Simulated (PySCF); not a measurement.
## NMR shielding calculation of C$_{3}$H$_{3}$F$_{3}$

System: C$_{3}$H$_{3}$F$_{3}$.
Method: GIAO PBE0/pcSseg-1 NMR shielding, non-relativistic, gas phase (PySCF 2.14.0).

The geometry comes from this level: GFN2-xTB. Figures and captions count atoms from 1; the log counts them from 0 in places.

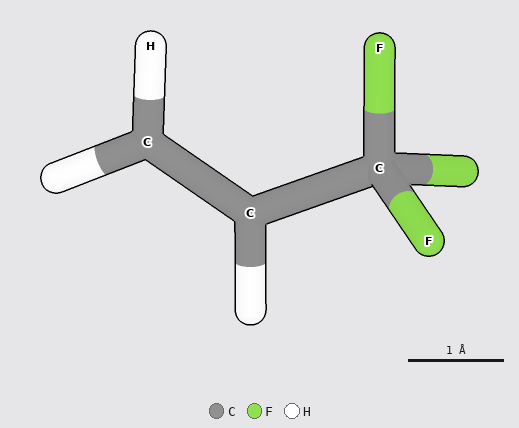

Fig. 1: The structure (stick view, seen at a tilt).

**Results in brief**

- outcome: converged
- total energy: −415.182923 hartree
- HOMO: −8.88 eV
- LUMO: −0.82 eV
- dipole moment: 2.51 D
- isotropic shielding, C: 51.2 to 55.9 ppm
- isotropic shielding, F: 247.3 to 271.4 ppm
- isotropic shielding, H: 25.4 to 25.7 ppm
- hardware: 1 CPU thread, shared host
- wall time: 8.5 s
- peak memory: 0.58 GiB

**Input**
```
{"job": {"kind": "nmr", "xc": "PBE0", "basis": "pcSseg-1"}, "charge": 0, "multiplicity": 1}
C      1.346348     0.302930    -0.315429
C      0.343457    -0.492589     0.000950
C     -1.055391     0.002869     0.208005
F     -1.186838     1.324802     0.043035
F     -1.921395    -0.577875    -0.642717
F     -1.504879    -0.276234     1.445315
H      2.340057    -0.083098    -0.458285
H      1.209865     1.364262    -0.441343
H      0.442337    -1.559073     0.135289
```

The first line tells a small driver script what to run in PySCF; the rest is the geometry in Å.

Run as:
```bash
OMP_NUM_THREADS=1 python <driver script> task.json out
```

**Log**
```
coarse grid: 8376 points
cycle   1  E = -414.9992547054  dE =  8.936e-01  |g| = 8.690e-01  |ddm| = 2.577e+00
cycle   2  E = -414.8727622983  dE =  1.265e-01  |g| = 1.284e+00  |ddm| = 1.001e+00
cycle   3  E = -415.1258277625  dE = -2.531e-01  |g| = 8.103e-02  |ddm| = 6.175e-01
cycle   4  E = -415.1268188778  dE = -9.911e-04  |g| = 4.989e-02  |ddm| = 8.951e-02
cycle   5  E = -415.1274001522  dE = -5.813e-04  |g| = 1.228e-02  |ddm| = 3.863e-02
cycle   6  E = -415.1274347815  dE = -3.463e-05  |g| = 2.005e-03  |ddm| = 9.485e-03
cycle   7  E = -415.1274356667  dE = -8.852e-07  |g| = 4.119e-04  |ddm| = 1.710e-03
final grid: 84552 points
cycle   8  E = -415.1829150495  dE = -3.779e-05  |g| = 6.317e-03  |ddm| = 1.840e-02
cycle   9  E = -415.1829111019  dE =  3.948e-06  |g| = 8.325e-03  |ddm| = 8.726e-03
cycle  10  E = -415.1829233653  dE = -1.226e-05  |g| = 7.469e-04  |ddm| = 4.556e-03
cycle  11  E = -415.1829234622  dE = -9.696e-08  |g| = 2.401e-04  |ddm| = 5.581e-04
cycle  12  E = -415.1829234723  dE = -1.007e-08  |g| = 1.123e-04  |ddm| = 2.255e-04
cycle  13  E = -415.1829234753  dE = -3.033e-09  |g| = 2.052e-05  |ddm| = 9.192e-05
cycle  14  E = -415.1829234754  dE = -8.811e-11  |g| = 6.003e-06  |ddm| = 1.626e-05
```

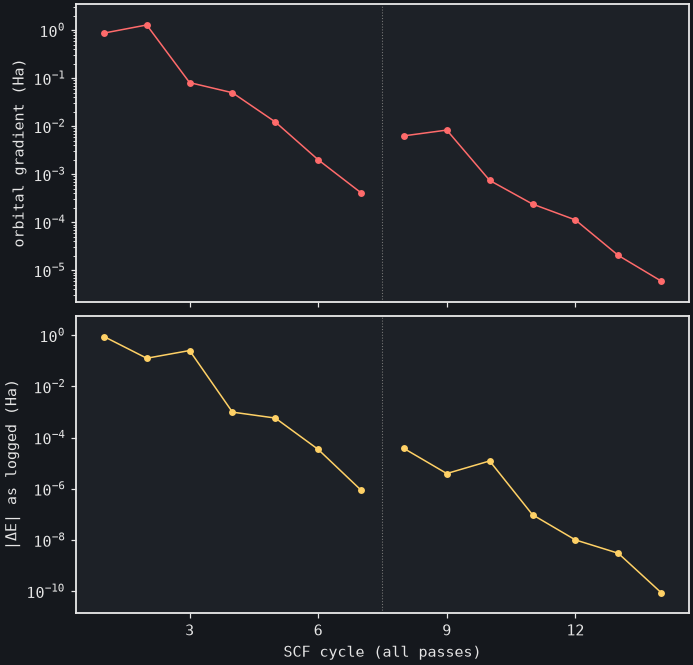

Fig. 2: Convergence of the self-consistent field: orbital gradient and size of the energy change against the SCF cycle. The dotted line marks the change from a coarse to the final integration grid. The first 7 cycles use a coarse grid, the final grid takes over at cycle 8, and the field converges after 14 cycles in all.

```
converged SCF energy = -415.1829234754

GIAO shielding tensors (ppm)
atom      isotropic    diamagn.    paramagn.     s11        s22        s33       span
  0 C       55.930     254.074    -198.144    -64.294     55.375    176.710    241.004
  1 C       51.174     258.422    -207.248    -63.226     71.229    145.518    208.745
  2 C       55.082     239.465    -184.383     50.512     54.204     60.531     10.019
  3 F      271.412     474.483    -203.070    182.581    280.273    351.383    168.802
  4 F      247.300     472.632    -225.331    160.636    244.904    336.362    175.726
  5 F      247.380     472.642    -225.262    160.694    245.082    336.363    175.669
  6 H       25.720      29.153      -3.432     23.087     25.209     28.865      5.777
  7 H       25.362      30.488      -5.126     21.745     24.344     29.998      8.254
  8 H       25.566      30.385      -4.819     24.202     24.630     27.865      3.663
```

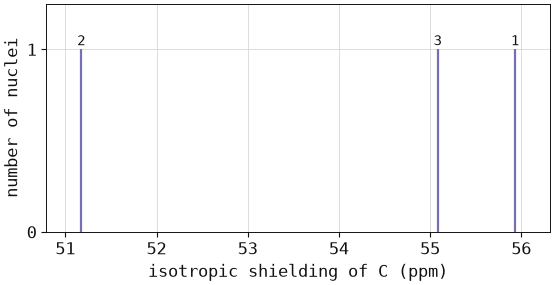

Fig. 3: Isotropic shieldings of the carbon nuclei in this fixed geometry, labelled by atom number; shielding grows to the right, so chemical shift grows to the left. The least shielded is C2 (51.2 ppm), the most shielded C1 (55.9 ppm).

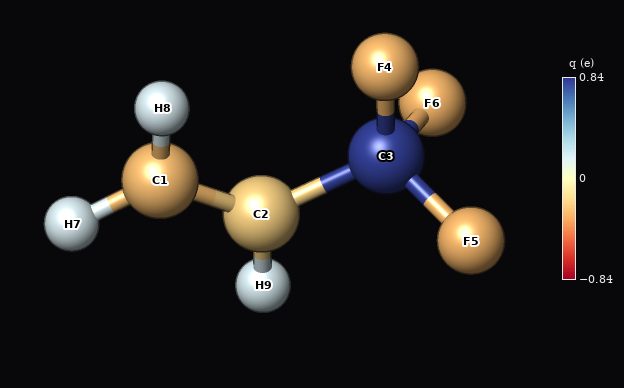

Fig. 4: IAO charges, as the colour of each atom (ball-and-stick view, seen at a tilt; atoms are numbered from 1 in the order of the input). By element: C −0.27 to +0.80, F −0.28 and H +0.17 e.
